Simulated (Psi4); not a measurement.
Geometry relaxation, with input and output: CH₅N (part 1 of 3)

CH₅N, SMILES CN, computed with CAM-B3LYP/pcseg-1, RKS (Psi4 1.11).

The geometry comes from this level: PBE0-D4/def2-TZVP.

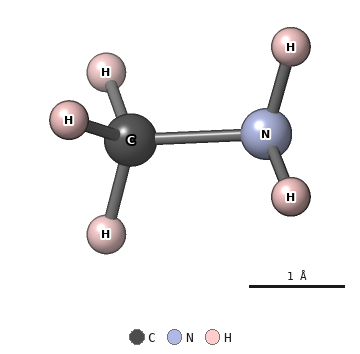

**Figure 1.** The input geometry (ball-and-stick view, seen at a tilt).

### Results in brief

- outcome: converged
- total energy: −95.785270 hartree
- basis functions: 53
- HOMO: −8.09 eV
- LUMO: 2.40 eV
- dipole moment: 1.42 D
- hardware: 1 thread of Intel Xeon @ 2.90GHz (Ice Lake), 12 GiB of memory available, shared host
- wall time: 18 s
- peak memory: 0.49 GiB

### Input (ch5n.py)
```python
import psi4

psi4.set_memory(1600000000)
psi4.set_num_threads(1)
psi4.set_output_file('psi4.out', False)

m = psi4.geometry("""
0 1
C
N 1 1.452965
H 1 1.099826 2 115.35561
H 1 1.092377 3 107.73623 2 122.46097
H 1 1.092331 4 106.94629 3 -115.59514
H 2 1.011827 1 110.64771 5 -179.34126
H 2 1.011904 6 106.74206 1 120.44871
units angstrom
""")

psi4.set_options({
    'basis': 'pcseg-1',
    'reference': 'rks',
    'geom_maxiter': 60,
})

e, wfn = psi4.optimize('CAM-B3LYP', return_wfn=True)
print(f'CAM-B3LYP energy: {e:.10f} Eh')
print(m.to_string(dtype='xyz', units='Angstrom'))
for k, v in sorted(psi4.core.scalar_variables().items()):
    print(f'{k:45s} {v:18.10f}')
```

Command:
```bash
python ch5n.py
```

### The program's output
```
Psi4 1.11 release

gradient() will perform analytic gradient computation.

   => Loading Basis Set <=

    Name: PCSEG-1
    Role: ORBITAL
    Keyword: BASIS

         ---------------------------------------------------------
                                   SCF
                              RKS Reference
                        1 Threads,   1525 MiB Core
         ---------------------------------------------------------

  ==> Geometry <==

    Molecular point group: c1
    Full point group: C1

    Geometry (in Angstrom), charge = 0, multiplicity = 1:

       Center              X                  Y                   Z               Mass
    ------------   -----------------  -----------------  -----------------  -----------------
         C            0.000007081502    -0.028829211857    -0.734133477538    12.000000000000
         N            0.000007081502    -0.028829211857     0.718831522462    14.003074004430
         H            0.000007081502     0.965047623944    -1.205117623273     1.007825032230
         H           -0.877884608721    -0.568691564295    -1.096269268073     1.007825032230
         H            0.877698606698    -0.568905799061    -1.096296258775     1.007825032230
         H           -0.812040047513     0.458072436241     1.075622950706     1.007825032230
         H            0.812036256944     0.458304957206     1.075564790855     1.007825032230

  Running in c1 symmetry.

  Rotational constants: A =      3.47062  B =      0.76777  C =      0.73730 [cm^-1]
  Rotational constants: A = 104046.63738  B =  23017.13705  C =  22103.83735 [MHz]
  Nuclear repulsion =   42.140878594563354

  Charge       = 0
  Multiplicity = 1
  Electrons    = 18
  Nalpha       = 9
  Nbeta        = 9

  ==> Algorithm <==

  SCF Algorithm Type is DF.
  DIIS enabled.
  MOM disabled.
  Fractional occupation disabled.
  Guess Type is SAD.
  Energy threshold   = 1.00e-08
  Density threshold  = 1.00e-08
  Integral threshold = 1.00e-12

  ==> Primary Basis <==

  Basis Set: PCSEG-1
    Blend: PCSEG-1
    Number of shells: 27
    Number of basis functions: 53
    Number of Cartesian functions: 55
    Spherical Harmonics?: true
    Max angular momentum: 2

  ==> DFT Potential <==

   => LibXC <=

    Version 7.1.2

   => Composite Functional: CAM-B3LYP <=

    CAM-B3LYP Hyb-GGA Exchange-Correlation Functional

    Deriv               =              1
    GGA                 =           TRUE
    Meta                =          FALSE

    Exchange Hybrid     =           TRUE
    MP2 Hybrid          =          FALSE

   => Exchange Functionals <=

    0.3500         Becke 88 [omega = 0.3300]
    0.4600   Short-range recipe for B88 functional - erf [omega = 0.3300]

   => Exact (HF) Exchange <=

    0.4600            HF,LR [omega = 0.3300]
    0.1900               HF

   => Correlation Functionals <=

    0.1900   Vosko, Wilk & Nusair (VWN5)
    0.8100   Lee, Yang & Parr

   => LibXC Density Thresholds  <==

    XC_HYB_GGA_XC_CAM_B3LYP:  1.00E-14

   => Molecular Quadrature <=

    Radial Scheme          =       TREUTLER
    Pruning Scheme         =           NONE
    Nuclear Scheme         =       TREUTLER

    Blocking Scheme        =         OCTREE
    BS radius alpha        =              1
    Pruning alpha          =              1
    Radial Points          =             75
    Spherical Points       =            302
    Total Points           =         152093
    Total Blocks           =           1191
    Max Points             =            255
    Max Functions          =             53
    Weights Tolerance      =       1.00E-15

   => Loading Basis Set <=

    Name: (PCSEG-1 AUX)
    Role: JKFIT
    Keyword: DF_BASIS_SCF

  ==> Integral Setup <==

  DFHelper Memory: AOs need 0.016 GiB; user supplied 0.898 GiB.
  SCF_SUBTYPE=INCORE selected. In-core MEM_DF algorithm will be used.
  Using in-core AOs.

  ==> MemDFJK: Density-Fitted J/K Matrices <==

    J tasked:                   Yes
    K tasked:                   Yes
    wK tasked:                  Yes
    Omega:                3.300E-01
    Memory [MiB]:               919
    Algorithm:                 Core
    Schwarz Cutoff:           1E-12
    Mask sparsity (%):       0.0000
    Fitting Condition:        1E-10

   => Auxiliary Basis Set <=

  Basis Set: (PCSEG-1 AUX)
    Blend: DEF2-UNIVERSAL-JKFIT
    Number of shells: 80
    Number of basis functions: 242
    Number of Cartesian functions: 282
    Spherical Harmonics?: true
    Max angular momentum: 4

  Cached 100.0% of DFT collocation blocks in 0.220 [GiB].

  Minimum eigenvalue in the overlap matrix is 1.2577613021E-02.
  Reciprocal condition number of the overlap matrix is 2.3210749993E-03.
    Using symmetric orthogonalization.

  ==> Pre-Iterations <==

  SCF Guess: Superposition of Atomic Densities via on-the-fly atomic UHF (no occupation information).

   -------------------------
    Irrep   Nso     Nmo
   -------------------------
     A         53      53
   -------------------------
    Total      53      53
   -------------------------

  ==> Iterations <==

                           Total Energy        Delta E     RMS |[F,P]|

   @DF-RKS iter SAD:   -95.28295815836158   -9.52830e+01   0.00000e+00
   @DF-RKS iter   1:   -95.56635904436899   -2.83401e-01   1.27550e-02 DIIS/ADIIS
   @DF-RKS iter   2:   -95.57123317422999   -4.87413e-03   1.28849e-02 DIIS/ADIIS
   @DF-RKS iter   3:   -95.78439510264482   -2.13162e-01   7.75444e-04 DIIS/ADIIS
   @DF-RKS iter   4:   -95.78498006823369   -5.84966e-04   3.94117e-04 DIIS/ADIIS
   @DF-RKS iter   5:   -95.78517853622259   -1.98468e-04   5.68453e-05 DIIS
   @DF-RKS iter   6:   -95.78518323873385   -4.70251e-06   6.72631e-06 DIIS
   @DF-RKS iter   7:   -95.78518334788653   -1.09153e-07   8.42616e-07 DIIS
   @DF-RKS iter   8:   -95.78518335200886   -4.12233e-09   2.03632e-07 DIIS
   @DF-RKS iter   9:   -95.78518335227385   -2.64990e-10   5.91822e-08 DIIS
   @DF-RKS iter  10:   -95.78518335229656   -2.27089e-11   8.31882e-09 DIIS
  Energy and wave function converged.

  ==> Post-Iterations <==

   Electrons on quadrature grid:
      Ntotal   =   18.0000163804 ; deviation = 1.638e-05

    Orbital Energies [Eh]
    ---------------------

    Doubly Occupied:

       1A    -14.360319     2A    -10.261174     3A     -0.956384
       4A     -0.735676     5A     -0.558296     6A     -0.507693
       7A     -0.469538     8A     -0.430524     9A     -0.297323

    Virtual:

      10A      0.088678    11A      0.127365    12A      0.142654
      13A      0.164535    14A      0.185087    15A      0.262069
      16A      0.471064    17A      0.498298    18A      0.509520
      19A      0.606020    20A      0.662713    21A      0.702919
      22A      0.719085    23A      0.734180    24A      0.805805
      25A      0.847214    26A      0.860957    27A      1.006816
      28A      1.374178    29A      1.410213    30A      1.422022
      31A      1.715577    32A      1.768681    33A      1.940809
      34A      1.945726    35A      1.991676    36A      1.993972
      37A      2.065867    38A      2.136539    39A      2.188236
      40A      2.249228    41A      2.344164    42A      2.434976
      43A      2.581036    44A      2.635041    45A      2.755368
      46A      2.846481    47A      2.899059    48A      2.967664
      49A      3.101105    50A      3.302429    51A      3.320849
      52A      3.354427    53A      3.526313

    Final Occupation by Irrep:
              A
    DOCC [     9 ]
    NA   [     9 ]
    NB   [     9 ]

  @DF-RKS Final Energy:   -95.78518335229656

   => Energetics <=

    Nuclear Repulsion Energy =             42.1408785945633539
    One-Electron Energy =                -211.7765227249213353
    Two-Electron Energy =                  84.0320888371763317
    DFT Exchange-Correlation Energy =     -10.1816280591149191
    Empirical Dispersion Energy =           0.0000000000000000
    VV10 Nonlocal Energy =                  0.0000000000000000
    Total Energy =                        -95.7851833522965563

Computation Completed

Properties will be evaluated at   0.000000,   0.000000,   0.000000 [a0]

Properties computed using the SCF density matrix

 Multipole Moments:

 ------------------------------------------------------------------------------------
     Multipole            Electronic (a.u.)      Nuclear  (a.u.)        Total (a.u.)
 ------------------------------------------------------------------------------------

 L = 1.  Multiply by 2.5417464519 to convert [e a0] to [Debye]
 Dipole X            :          0.0000924           -0.0001713           -0.0000789
 Dipole Y            :         -0.1568803            0.6973995            0.5405192
 Dipole Z            :          1.0196519           -1.1706393           -0.1509874
 Magnitude           :                                                    0.5612114

 ------------------------------------------------------------------------------------

	total time  =          6 seconds =       0.10 minutes

         ------------------------------------------------------------
                                   SCF GRAD
         ------------------------------------------------------------

  ==> Geometry <==

    Molecular point group: c1
    Full point group: C1

    Geometry (in Angstrom), charge = 0, multiplicity = 1:

       Center              X                  Y                   Z               Mass
    ------------   -----------------  -----------------  -----------------  -----------------
         C            0.000007081502    -0.028829211857    -0.734133477538    12.000000000000
         N            0.000007081502    -0.028829211857     0.718831522462    14.003074004430
         H            0.000007081502     0.965047623944    -1.205117623273     1.007825032230
         H           -0.877884608721    -0.568691564295    -1.096269268073     1.007825032230
         H            0.877698606698    -0.568905799061    -1.096296258775     1.007825032230
         H           -0.812040047513     0.458072436241     1.075622950706     1.007825032230
         H            0.812036256944     0.458304957206     1.075564790855     1.007825032230

  Nuclear repulsion =   42.140878594563347

  ==> Basis Set <==

  Basis Set: PCSEG-1
    Blend: PCSEG-1
    Number of shells: 27
    Number of basis functions: 53
    Number of Cartesian functions: 55
    Spherical Harmonics?: true
    Max angular momentum: 2

  ==> DFJKGrad: Density-Fitted SCF Gradients <==

    Gradient:                    1
    J tasked:                  Yes
    K tasked:                  Yes
    wK tasked:                 Yes
    Omega:               3.300E-01
    Integrals threads:           1
    Memory [MiB]:             1144
    Schwarz Cutoff:          1E-12
    Fitting Condition:       1E-10

   => Auxiliary Basis Set <=

  Basis Set: (PCSEG-1 AUX)
    Blend: DEF2-UNIVERSAL-JKFIT
    Number of shells: 80
    Number of basis functions: 242
    Number of Cartesian functions: 282
    Spherical Harmonics?: true
    Max angular momentum: 4

   => Molecular Quadrature <=

    Radial Scheme          =       TREUTLER
    Pruning Scheme         =           NONE
    Nuclear Scheme         =       TREUTLER

    Blocking Scheme        =         OCTREE
    BS radius alpha        =              1
    Pruning alpha          =              1
    Radial Points          =             75
    Spherical Points       =            302
    Total Points           =         152093
    Total Blocks           =           1191
    Max Points             =            255
    Max Functions          =             53
    Weights Tolerance      =       1.00E-15

  -Total Gradient:
     Atom            X                  Y                   Z
    ------   -----------------  -----------------  -----------------
       1        0.000043208425    -0.000159973426    -0.001727327496
       2       -0.000062625648     0.004173317570     0.002065842313
       3       -0.000009608843    -0.002418831984     0.001547085071
       4        0.001993073597     0.001385590798     0.001128916155
       5       -0.002019221715     0.001389657751     0.001140365735
       6        0.003507061577    -0.002204051083    -0.002086375726
       7       -0.003451881711    -0.002169895782    -0.002070056931

	total time  =          1 seconds =       0.02 minutes

    			-----------------------------------------

    			 OPTKING 3.0: for geometry optimizations

    			        with contributions from

    			-----------------------------------------

	                            ===> Fragment 1 <==

	 Z (Atomic Numbers)          Masses                          Geom
	       6.000000            12.000000          0.00001338 -0.05447931 -1.38731121
	       7.000000            14.003074          0.00001338 -0.05447931  1.35839471
	       1.000000             1.007825          0.00001338  1.82367571 -2.27734226
	       1.000000             1.007825         -1.65896148 -1.07467131 -2.07164868
	       1.000000             1.007825          1.65860999 -1.07507615 -2.07169968
	       1.000000             1.007825         -1.53453329  0.86563145  2.03263279
	       1.000000             1.007825          1.53452613  0.86607085  2.03252288

	 - Coordinate -           - BOHR/RAD -       - ANG/DEG -
	 R(1,2)           =         2.745706           1.452965
	 R(1,3)           =         2.078370           1.099826
	 R(1,4)           =         2.064293           1.092377
	 R(1,5)           =         2.064206           1.092331
	 R(2,6)           =         1.912076           1.011827
	 R(2,7)           =         1.912221           1.011904
	 B(1,2,6)         =         1.931167         110.647710
	 B(1,2,7)         =         1.931077         110.642548
	 B(2,1,3)         =         2.013335         115.355610
	 B(2,1,4)         =         1.908702         109.360557
	 B(2,1,5)         =         1.908743         109.362906
	 B(3,1,4)         =         1.880352         107.736230
	 B(3,1,5)         =         1.880540         107.747027
	 B(4,1,5)         =         1.866565         106.946290
	 B(6,2,7)         =         1.863000         106.742060
	 D(3,1,2,6)       =         1.030673          59.053192
	 D(3,1,2,7)       =        -1.030452         -59.040567
	 D(4,1,2,6)       =        -1.091466         -62.536380
	 D(4,1,2,7)       =         3.130595         179.369860
	 D(5,1,2,6)       =        -3.130095        -179.341260
	 D(5,1,2,7)       =         1.091965          62.564981
```
